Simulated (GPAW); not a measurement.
Band structure of GaAg3 (Pm-3m, 4 atoms in the cell).

```xyz
4
Lattice="4.0278 0.0000 0.0000 0.0000 4.0278 0.0000 0.0000 0.0000 4.0278" Properties=species:S:1:pos:R:3 pbc="T T T"
Ga     0.0000     0.0000     0.0000
Ag     2.0139     0.0000     2.0139
Ag     0.0000     2.0139     2.0139
Ag     2.0139     2.0139     0.0000
```

Method: LDA (Perdew-Wang 92), GPAW PAW datasets LDA (gpaw-data 1.0.1) (plane waves; GPAW).

Settings: mode = pw; ecut = 600 eV; xc = LDA; kpts = 11 11 11; mesh shift (steps) = 0 0 0; occupations.name = fermi-dirac; occupations.width = 0.05 eV; nbands = -10; convergence.density = 1e-05 e/electron; convergence.energy = 1e-05 eV/electron; symmetry.symmorphic = false; symmetry.tolerance = 0.0005; maxiter = 150; bandpath_npoints = 40.

The starting cell comes from a database of computed structures (which also holds hypothetical and non-ambient phases and stackings), without a prior relaxation at this level. Its lattice was rescaled by a random factor within 2.5 % of one.

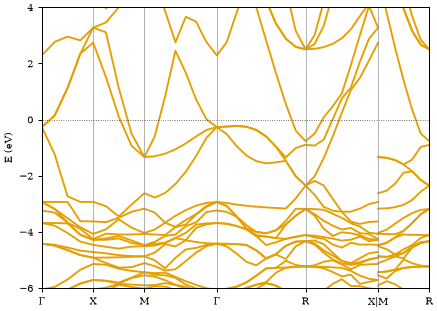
*Bands along the path, energies from the Fermi level.*

Levels in eV from the Fermi level, bands 25 to 31:
```tsv
point	25	26	27	28	29	30	31
Γ	-2.93	-0.27	-0.27	-0.27	2.29	5.43	5.43
X	-3.63	-2.93	2.74	3.27	3.27	4.66	4.66
M	-3.17	-2.62	-1.33	-1.33	5.09	5.30	7.38
R	-2.35	-2.35	-2.35	-0.90	-0.77	2.50	2.50
```

Bands cross the Fermi level along this path, so the cell is metallic at this level.
